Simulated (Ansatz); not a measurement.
**CH4BNO: single points with varied inputs**

Aim: run CH4BNO under a spread of inputs, and see what each costs and gives.

The runs use Ansatz 0.2.0, Gaussian basis; the settings change from run to run.

1 further run of the same task is left out (it didn't finish).

## Step 1: The geometry

The structure was relaxed beforehand with PBE0-D4 in a triple-zeta def2 set.

SMILES `N=CBO`, 8 atoms, charge 0, spin multiplicity 1.

Atoms are counted from 1 here; the program's logs count them from 0.

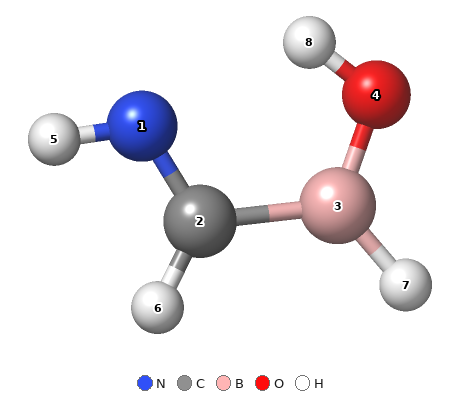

The geometry (nitrogen blue, carbon grey, boron pink, oxygen red, hydrogen white); atoms are numbered from 1 in the order of the file.

## Step 2: r2SCAN/def2-TZVP

This run has unrestricted orbitals.

Input file in.yaml:

```yaml
crystal:
  periodic: [false, false, false]
  atoms:
    - {symbol: N, position_ang: [-0.929515, 0.730019, -0.640196]}
    - {symbol: C, position_ang: [0.087197, 0.717122, 0.124982]}
    - {symbol: B, position_ang: [0.690165, -0.724292, 0.430450]}
    - {symbol: O, position_ang: [0.062560, -1.755676, -0.149228]}
    - {symbol: H, position_ang: [-1.289794, 1.668346, -0.814808]}
    - {symbol: H, position_ang: [0.510452, 1.640785, 0.539634]}
    - {symbol: H, position_ang: [1.641088, -0.928357, 1.126035]}
    - {symbol: H, position_ang: [-0.679952, -1.405148, -0.672668]}
basis:
  gaussian: {orbitals: def2-TZVP}
magnetization: {spin_polarized: true, initial_magnetization: 0}
hamiltonian: {xc: {name: r2SCAN}}
```

Command:

```
ansatz run in.yaml --threads 2 --pin off --events-out ev --progress --plain --max-ram 4352MiB
```

The program printed:

```text
Functional definition: r2SCAN
  name "r2SCAN"
  cite "Furness, Kaplan, Ning, Perdew & Sun, J. Phys. Chem. Lett. 11, 8208 (2020) doi:10.1021/acs.jpclett.0c02405"
  cite "Furness, Kaplan, Ning, Perdew & Sun, J. Phys. Chem. Lett. 11, 9248 (2020) doi:10.1021/acs.jpclett.0c03077"
  parent r2scan
  parameter k0 = 0.174
  parameter k1 = 0.065
  parameter a1 = 4.9479
  exchange = r2scan_x(k0 = k0, k1 = k1, a1 = a1)
  correlation = r2scan_c
831 factors; their error is unknown
mean field evaluation 1: about -5306.7868 eV, gradient 4.7e1 eV
mean field evaluation 2: about -5292.7008 eV, gradient 7.6e1 eV
mean field evaluation 4: about -5315.0130 eV, gradient 5.1e0 eV
mean field evaluation 8: about -5315.1385 eV, gradient 1.5e-1 eV
mean field evaluation 16: about -5315.1169 eV, gradient 7.7e-5 eV
mean field -5315.11687713 eV, -195.3269425190 hartree, gradient 7.8e-5 eV, S^2 0.000000; 0 other end points of the search recorded, 0 dependent functions left out
reference -5315.11688992 eV, -195.3269429891 hartree; 15, 15 occupied and 133, 133 virtual orbitals, 831 factors
Total energy: -5315.11688992 eV, -195.3269429891 hartree
```

It took 4.9 s on 2 threads of Arm Neoverse V1, shared host.

⟨S²⟩ 0.000.

## Step 3: LC-wPBE/STO-3G

Changes to in.yaml since step 2:

```diff
@@ -12,4 +12,4 @@
 basis:
-  gaussian: {orbitals: def2-TZVP}
-magnetization: {spin_polarized: true, initial_magnetization: 0}
-hamiltonian: {xc: {name: r2SCAN}}
+  gaussian: {orbitals: STO-3G}
+hamiltonian: {xc: {name: LC-wPBE}}
+output: {forces: true}
```

Same command.

The program printed, shortened:

```text
Functional definition: LC-wPBE
  name "LC-wPBE"
  cite "Vydrov & Scuseria, J. Chem. Phys. 125, 234109 (2006) doi:10.1063/1.2409292"
  cite "Heyd & Scuseria, J. Chem. Phys. 120, 7274 (2004) doi:10.1063/1.1668634"
  cite "Ernzerhof & Perdew, J. Chem. Phys. 109, 3313 (1998) doi:10.1063/1.476928"
  cite "Perdew, Burke & Ernzerhof, Phys. Rev. Lett. 77, 3865 (1996) doi:10.1103/PhysRevLett.77.3865"
  parent pbe
[...]
329 factors; integrals over basis functions are off by at most 7.2e-5 eV
142 factors; integrals over basis functions are off by at most 4.1e-6 eV
[...]
mean field -5242.39529693 eV, -192.6544737390 hartree, gradient 2.5e-5 eV, S^2 0.000000; 0 other end points of the search recorded, 0 dependent functions left out
[...]
reference -5242.39529693 eV, -192.6544737391 hartree; 15, 15 occupied and 9, 9 virtual orbitals, 329 factors
Total energy: -5242.39529693 eV, -192.6544737391 hartree
Atom 0 at    -0.929515     0.730019    -0.640196 Å, force    -1.468304    -2.699522    -1.386271 eV/Å
Atom 1 at     0.087197     0.717122     0.124982 Å, force     1.940037    -0.028403     1.459789 eV/Å
Atom 2 at     0.690165    -0.724292     0.430450 Å, force     0.432996     0.063825     0.332800 eV/Å
Atom 3 at     0.062560    -1.755676    -0.149228 Å, force     1.992749    -1.036756     1.394819 eV/Å
Atom 4 at    -1.289794     1.668346    -0.814808 Å, force    -0.595999     2.105486    -0.231450 eV/Å
Atom 5 at     0.510452     1.640785     0.539634 Å, force     0.260340     0.225839     0.219484 eV/Å
Atom 6 at     1.641088    -0.928357     1.126035 Å, force    -0.626083     0.123557    -0.458930 eV/Å
Atom 7 at    -0.679952    -1.405148    -0.672668 Å, force    -1.935736     1.245974    -1.330240 eV/Å
Dipole moment:    -0.139033     0.352383    -0.068328 e Å
```

It took 0.65 s on 2 threads of Arm Neoverse V1, shared host.

Largest force 3.371 eV/Å, dipole 1.85 D.

## Step 4: HSE06/pcseg-2

Set apart from the defaults: charge -1, multiplicity 2, a point charge of 1.00 e beside it, D3(BJ) dispersion, relativity set to none.

Changes to in.yaml since step 3:

```diff
@@ -12,4 +12,6 @@
 basis:
-  gaussian: {orbitals: STO-3G}
-hamiltonian: {xc: {name: LC-wPBE}}
+  gaussian: {orbitals: pcseg-2, point_charges: [{charge: 1.00, position_ang: [4.686, -0.471, -0.286]}]}
+total_charge: -1
+magnetization: {spin_polarized: true, initial_magnetization: 1}
+hamiltonian: {xc: {name: HSE06}, dispersion: d3bj, pseudopotentials: {relativity: none}}
 output: {forces: true}
```

Launched as before.

The program printed, shortened:

```text
Functional definition: HSE06
  name "HSE06"
  cite "Heyd, Scuseria & Ernzerhof, J. Chem. Phys. 118, 8207 (2003) doi:10.1063/1.1564060"
  cite "Krukau, Vydrov, Izmaylov & Scuseria, J. Chem. Phys. 125, 224106 (2006) doi:10.1063/1.2404663"
  cite "Heyd & Scuseria, J. Chem. Phys. 120, 7274 (2004) doi:10.1063/1.1668634"
  cite "Ernzerhof & Perdew, J. Chem. Phys. 109, 3313 (1998) doi:10.1063/1.476928"
  cite "Perdew, Burke & Ernzerhof, Phys. Rev. Lett. 77, 3865 (1996) doi:10.1103/PhysRevLett.77.3865"
  parent pbe
[...]
  # The whole range is PBE's own exchange, as in plane waves. The composition of these papers is wPBEh.
[...]
852 factors; their error is unknown
73 factors; integrals over basis functions are off by at most 7.7e-7 eV
[...]
mean field -5315.14832852 eV, -195.3280983363 hartree, gradient 7.1e-5 eV, S^2 0.754587; 1 other end points of the search recorded, 0 dependent functions left out
[...]
reference -5315.14838145 eV, -195.3281002812 hartree; 16, 15 occupied and 160, 161 virtual orbitals, 852 factors
Total energy: -5315.22210193 eV, -195.3308094590 hartree
Atom 0 at    -0.929515     0.730019    -0.640196 Å, force    -1.496204     0.322258    -1.088421 eV/Å
Atom 1 at     0.087197     0.717122     0.124982 Å, force     1.553746    -1.231139     1.339394 eV/Å
Atom 2 at     0.690165    -0.724292     0.430450 Å, force     2.619494     2.361307    -1.346145 eV/Å
Atom 3 at     0.062560    -1.755676    -0.149228 Å, force    -0.768321    -1.242451    -0.648210 eV/Å
Atom 4 at    -1.289794     1.668346    -0.814808 Å, force     0.008547    -0.097794     0.051057 eV/Å
Atom 5 at     0.510452     1.640785     0.539634 Å, force     0.115098     0.066210     0.057291 eV/Å
Atom 6 at     1.641088    -0.928357     1.126035 Å, force    -0.700261    -0.170432     1.052844 eV/Å
Atom 7 at    -0.679952    -1.405148    -0.672668 Å, force     0.076320     0.019581     0.478174 eV/Å
Dipole moment:    -1.336904     0.518066    -0.071796 e Å
```

Wall time 6.5 s (2 threads of Arm Neoverse V1, shared host); peak memory 0.37 GiB.

Largest force 3.775 eV/Å, ⟨S²⟩ 0.755.

## Step 5: PBE0-DH/def2-TZVP

Changes to in.yaml since step 4:

```diff
@@ -12,6 +12,4 @@
 basis:
-  gaussian: {orbitals: pcseg-2, point_charges: [{charge: 1.00, position_ang: [4.686, -0.471, -0.286]}]}
-total_charge: -1
-magnetization: {spin_polarized: true, initial_magnetization: 1}
-hamiltonian: {xc: {name: HSE06}, dispersion: d3bj, pseudopotentials: {relativity: none}}
+  gaussian: {orbitals: def2-TZVP}
+hamiltonian: {xc: {name: PBE0-DH}}
 output: {forces: true}
```

The command is unchanged.

The program printed, shortened:

```text
Functional definition: PBE0-DH
  name "PBE0-DH"
  cite "Brémond & Adamo, J. Chem. Phys. 135, 024106 (2011) doi:10.1063/1.3604569"
  cite "Perdew, Burke & Ernzerhof, Phys. Rev. Lett. 77, 3865 (1996) doi:10.1103/PhysRevLett.77.3865"
[...]
999 factors; integrals over basis functions are off by at most 1.0e-3 eV
[...]
mean field -5309.01303347 eV, -195.1026304019 hartree, gradient 3.0e-6 eV, S^2 0.000000; 0 other end points of the search recorded, 0 dependent functions left out
4 core orbitals not correlated: weight in the atoms' cores, before any rotation towards them, 1.000 or more for the frozen orbitals, at most 0.000 for the correlated occupied ones
reference -5309.01305175 eV, -195.1026310735 hartree; 11, 11 occupied and 133, 133 virtual orbitals, 999 factors
second order -22.99725067 eV of doubles, -0.00000000 eV of singles
[...]
Total energy: -5311.88770808 eV, -195.2082727452 hartree
Atom 0 at    -0.929515     0.730019    -0.640196 Å, force     0.084263     0.132830     0.077067 eV/Å
Atom 1 at     0.087197     0.717122     0.124982 Å, force    -0.063586     0.078579    -0.039649 eV/Å
Atom 2 at     0.690165    -0.724292     0.430450 Å, force    -0.040728    -0.083070    -0.039433 eV/Å
Atom 3 at     0.062560    -1.755676    -0.149228 Å, force    -0.112874     0.202974    -0.064088 eV/Å
Atom 4 at    -1.289794     1.668346    -0.814808 Å, force     0.078921    -0.158307     0.043300 eV/Å
Atom 5 at     0.510452     1.640785     0.539634 Å, force    -0.063606    -0.114624    -0.059944 eV/Å
Atom 6 at     1.641088    -0.928357     1.126035 Å, force    -0.070206     0.020694    -0.050656 eV/Å
Atom 7 at    -0.679952    -1.405148    -0.672668 Å, force     0.187816    -0.079075     0.133402 eV/Å
Dipole moment:    -0.044089     0.526327     0.021221 e Å
```

Wall time 7.5 s (2 threads of Arm Neoverse V1, shared host); peak memory 0.48 GiB.

Largest force 0.244 eV/Å, dipole 2.54 D.

## Step 6: wB97X-V/def2-TZVPP

Set apart from the defaults: multiplicity 3, density fitting with cc-pVTZ-jkfit.

Changes to in.yaml since step 5:

```diff
@@ -12,4 +12,4 @@
 basis:
-  gaussian: {orbitals: def2-TZVP}
-hamiltonian: {xc: {name: PBE0-DH}}
-output: {forces: true}
+  gaussian: {orbitals: def2-TZVPP, fitting: {mean_field: cc-pVTZ-jkfit}}
+magnetization: {spin_polarized: true, initial_magnetization: 2}
+hamiltonian: {xc: {name: wB97X-V}}
```

The command is unchanged.

The program printed, shortened:

```text
Functional definition: wB97X-V
  name "wB97X-V"
  cite "Mardirossian & Head-Gordon, Phys. Chem. Chem. Phys. 16, 9904 (2014) doi:10.1039/C3CP54374A"
  cite "Becke, J. Chem. Phys. 107, 8554 (1997) doi:10.1063/1.475007"
  cite "Vydrov & Van Voorhis, J. Chem. Phys. 133, 244103 (2010) doi:10.1063/1.3521275"
[...]
      + integral(e_c_pw_opposite_spin*poly(b97_u_opposite, cos0, cos1)) + vv10(b, c)
436 factors; integrals over basis functions are off by at most 6.9e-1 eV
436 factors; integrals over basis functions are off by at most 6.2e-7 eV
[...]
mean field -5312.81892230 eV, -195.2424942366 hartree, gradient 2.0e-5 eV, S^2 2.008021; 2 other end points of the search recorded, 0 dependent functions left out
reference -5312.81892091 eV, -195.2424941855 hartree; 16, 14 occupied and 164, 166 virtual orbitals, 436 factors
Total energy: -5312.81892091 eV, -195.2424941855 hartree
```

Run time: 13 s. Hardware: 2 threads of Arm Neoverse V1, shared host; peak memory 0.46 GiB.

⟨S²⟩ 2.008.

## Step 7: B97M-V/def2-TZVPD

Set apart from the defaults: charge +1, multiplicity 2, a grid of angular degree 23, high accuracy.

Changes to in.yaml since step 6:

```diff
@@ -12,4 +12,6 @@
 basis:
-  gaussian: {orbitals: def2-TZVPP, fitting: {mean_field: cc-pVTZ-jkfit}}
-magnetization: {spin_polarized: true, initial_magnetization: 2}
-hamiltonian: {xc: {name: wB97X-V}}
+  gaussian: {orbitals: def2-TZVPD, final_grid: {core_spheres: 8, valence_spheres: 7, degree: 23}}
+total_charge: 1
+magnetization: {spin_polarized: true, initial_magnetization: 1}
+hamiltonian: {xc: {name: B97M-V}}
+accuracy: high
```

Launched as before.

The program printed, shortened:

```text
Functional definition: B97M-V
  name "B97M-V"
  cite "Mardirossian & Head-Gordon, J. Chem. Phys. 142, 074111 (2015) doi:10.1063/1.4907719"
  cite "Becke, J. Chem. Phys. 107, 8554 (1997) doi:10.1063/1.475007"
  cite "Vydrov & Van Voorhis, J. Chem. Phys. 133, 244103 (2010) doi:10.1063/1.3521275"
  # Of w^i u^j: cxij and so on, Table III.
[...]
  gx(w, u) = cx00 + cx01*u + cx02*u^2 + (cx10 + cx11*u)*w
  gss(w, u) = css00 + css02*u^2 + css10*w + (css32*w^3 + css42*w^4)*u^2
  gos(w, u) = cos00 + cos01*u + cos03*u^3 + cos10*w + cos32*w^3*u^2
[...]
      + integral(e_c_pw_mod_opposite_spin*gos(b97_w_opposite, b97_u_opposite)) + vv10(b, c)
3089 factors; integrals over basis functions are off by at most 3.8e-9 eV
[...]
mean field -5307.13636128 eV, -195.0336639707 hartree, gradient 5.0e-8 eV, S^2 0.754498; 6 other end points of the search recorded, 0 dependent functions left out
reference -5307.13636859 eV, -195.0336642395 hartree; 15, 14 occupied and 172, 173 virtual orbitals, 3089 factors
Total energy: -5307.13636859 eV, -195.0336642395 hartree
```

Run time: 44 s. Hardware: 2 threads of Arm Neoverse V1, shared host; peak memory 0.85 GiB.

⟨S²⟩ 0.754.

## Step 8: revPBE/def2-mTZVP

Changes to in.yaml since step 7:

```diff
@@ -12,6 +12,3 @@
 basis:
-  gaussian: {orbitals: def2-TZVPD, final_grid: {core_spheres: 8, valence_spheres: 7, degree: 23}}
-total_charge: 1
-magnetization: {spin_polarized: true, initial_magnetization: 1}
-hamiltonian: {xc: {name: B97M-V}}
-accuracy: high
+  gaussian: {orbitals: def2-mTZVP}
+hamiltonian: {xc: {name: revPBE}}
```

The command is unchanged.

The program printed:

```text
Functional definition: revPBE
  name "revPBE"
  cite "Zhang & Yang, Phys. Rev. Lett. 80, 890 (1998) doi:10.1103/PhysRevLett.80.890"
  cite "Perdew, Burke & Ernzerhof, Phys. Rev. Lett. 77, 3865 (1996) doi:10.1103/PhysRevLett.77.3865"
  parameter kappa = 1.245
  parameter beta = 0.06672455060314922
  exchange = pbe_x(kappa = kappa, mu = beta*pi^2/3)
  correlation = pbe_c(beta = beta)
824 factors; their error is unknown
mean field evaluation 1: about -5306.5517 eV, gradient 7.1e1 eV
mean field evaluation 2: about -5280.8592 eV, gradient 1.3e2 eV
mean field evaluation 4: about -5315.9232 eV, gradient 1.0e1 eV
mean field evaluation 8: about -5316.1719 eV, gradient 2.6e-1 eV
mean field evaluation 16: about -5316.1482 eV, gradient 1.7e-4 eV
mean field -5316.14822528 eV, -195.3648438644 hartree, gradient 2.7e-5 eV, S^2 0.000000; 0 other end points of the search recorded, 0 dependent functions left out
reference -5316.14827307 eV, -195.3648456206 hartree; 15, 15 occupied and 78, 78 virtual orbitals, 824 factors
Total energy: -5316.14827307 eV, -195.3648456206 hartree
```

Run time: 1 s. Hardware: 2 threads of Arm Neoverse V1, shared host.

## Step 9: RPBE/def2-TZVPP

This run has a grid of angular degree 11, a point charge of 2.00 e beside it.

Changes to in.yaml since step 8:

```diff
@@ -12,3 +12,3 @@
 basis:
-  gaussian: {orbitals: def2-mTZVP}
-hamiltonian: {xc: {name: revPBE}}
+  gaussian: {orbitals: def2-TZVPP, final_grid: {core_spheres: 5, valence_spheres: 4, degree: 11}, point_charges: [{charge: 2.00, position_ang: [5.571, -0.096, -0.432]}]}
+hamiltonian: {xc: {name: RPBE}}
```

The command is unchanged.

The program printed:

```text
Functional definition: RPBE
  name "RPBE"
  cite "Hammer, Hansen & Nørskov, Phys. Rev. B 59, 7413 (1999) doi:10.1103/PhysRevB.59.7413"
  cite "Perdew, Burke & Ernzerhof, Phys. Rev. Lett. 77, 3865 (1996) doi:10.1103/PhysRevLett.77.3865"
  parameter kappa = 0.804
  parameter beta = 0.06672455060314922
  exchange = rpbe_x(kappa = kappa, mu = beta*pi^2/3)
  correlation = pbe_c(beta = beta)
891 factors; their error is unknown
mean field evaluation 1: about -5309.3487 eV, gradient 6.8e1 eV
mean field evaluation 2: about -5285.7668 eV, gradient 1.3e2 eV
mean field evaluation 4: about -5318.3499 eV, gradient 9.1e0 eV
mean field evaluation 8: about -5318.5347 eV, gradient 8.5e-2 eV
mean field evaluation 16: about -5318.5308 eV, gradient 1.6e-3 eV
mean field -5318.53078464 eV, -195.4524013058 hartree, gradient 4.7e-5 eV, S^2 0.000000; 0 other end points of the search recorded, 0 dependent functions left out
reference -5318.53082279 eV, -195.4524027079 hartree; 15, 15 occupied and 165, 165 virtual orbitals, 891 factors
Total energy: -5318.53082279 eV, -195.4524027079 hartree
```

It took 0.85 s on 2 threads of Arm Neoverse V1, shared host.

## Step 10: wB97M-V/pcseg-2

This run has coordinates scaled by 1.12, a grid of angular degree 23.

Input file in.yaml:

```yaml
crystal:
  periodic: [false, false, false]
  atoms:
    - {symbol: N, position_ang: [-1.041057, 0.817621, -0.717020]}
    - {symbol: C, position_ang: [0.097661, 0.803177, 0.139980]}
    - {symbol: B, position_ang: [0.772985, -0.811208, 0.482104]}
    - {symbol: O, position_ang: [0.070068, -1.966357, -0.167136]}
    - {symbol: H, position_ang: [-1.444569, 1.868547, -0.912585]}
    - {symbol: H, position_ang: [0.571706, 1.837679, 0.604390]}
    - {symbol: H, position_ang: [1.838018, -1.039760, 1.261160]}
    - {symbol: H, position_ang: [-0.761547, -1.573766, -0.753388]}
basis:
  gaussian: {orbitals: pcseg-2, final_grid: {core_spheres: 8, valence_spheres: 7, degree: 23}}
hamiltonian: {xc: {name: wB97M-V}}
```

Launched as before.

The program printed, shortened:

```text
Functional definition: wB97M-V
  name "wB97M-V"
  cite "Mardirossian & Head-Gordon, J. Chem. Phys. 144, 214110 (2016) doi:10.1063/1.4952647"
  cite "Becke, J. Chem. Phys. 107, 8554 (1997) doi:10.1063/1.475007"
  cite "Vydrov & Van Voorhis, J. Chem. Phys. 133, 244103 (2010) doi:10.1063/1.3521275"
  # Of w^i u^j: cxij and so on, Table III.
[...]
  gx(w, u) = 1 - cx + cx01*u + cx10*w
  gss(w, u) = css00 + css04*u^4 + css10*w + css20*w^2 + css43*w^4*u^3
  gos(w, u) = cos00 + cos10*w + (cos20 + cos21*u)*w^2 + (cos60 + cos61*u)*w^6
[...]
      + integral(e_c_pw_mod_opposite_spin*gos(b97_w_opposite, b97_u_opposite)) + vv10(b, c)
852 factors; their error is unknown
227 factors; integrals over basis functions are off by at most 1.3e-5 eV
[...]
mean field -5313.61601335 eV, -195.2717867925 hartree, gradient 3.6e-5 eV, S^2 0.000000; 0 other end points of the search recorded, 0 dependent functions left out
reference -5313.61607274 eV, -195.2717889749 hartree; 15, 15 occupied and 161, 161 virtual orbitals, 852 factors
Total energy: -5313.61607274 eV, -195.2717889749 hartree
```

Wall time 3.5 s (2 threads of Arm Neoverse V1, shared host); peak memory 0.33 GiB.

## Step 11: All runs side by side

| level | charge | multiplicity | geometry | functions | energy (eV) | time |
| --- | --- | --- | --- | --- | --- | --- |
| r2SCAN/def2-TZVP | 0 | 1 | relaxed | 148 | -5315.117 | 4.9 s |
| LC-wPBE/STO-3G | 0 | 1 | relaxed | 24 | -5242.395 | 0.65 s |
| HSE06/pcseg-2 | -1 | 2 | relaxed, point charge | 176 | -5315.222 | 6.5 s |
| PBE0-DH/def2-TZVP | 0 | 1 | relaxed | 148 | -5311.888 | 7.5 s |
| wB97X-V/def2-TZVPP | 0 | 3 | relaxed | 180 | -5312.819 | 13 s |
| B97M-V/def2-TZVPD | 1 | 2 | relaxed | 187 | -5307.136 | 44 s |
| revPBE/def2-mTZVP | 0 | 1 | relaxed | 93 | -5316.148 | 1 s |
| RPBE/def2-TZVPP | 0 | 1 | relaxed, point charge | 180 | -5318.531 | 0.85 s |
| wB97M-V/pcseg-2 | 0 | 1 | scaled | 176 | -5313.616 | 3.5 s |

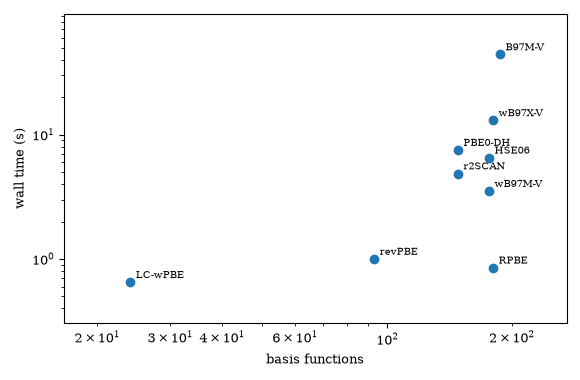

Wall time against the number of basis functions (shared host).

## Step 12: What came out

| quantity | value |
| --- | --- |
| runs | 9 |
| quickest | LC-wPBE/STO-3G, 0.65 s |
| slowest | B97M-V/def2-TZVPD, 44 s |
| spread of total energies, same state and geometry | 73.8 eV |
| dipole, same state and geometry | 1.85 to 2.54 D |

Run time spans a factor of 68, from LC-wPBE/STO-3G to B97M-V/def2-TZVPD. The jobs differ in tasks and options as well as level. The totals spread over 74 eV; they can't be compared across methods or bases. At the PBE0-D4/def2-TZVP geometry and in the same state, runs without warnings or point charges leave forces up to 3.37 eV/Å (LC-wPBE/STO-3G).
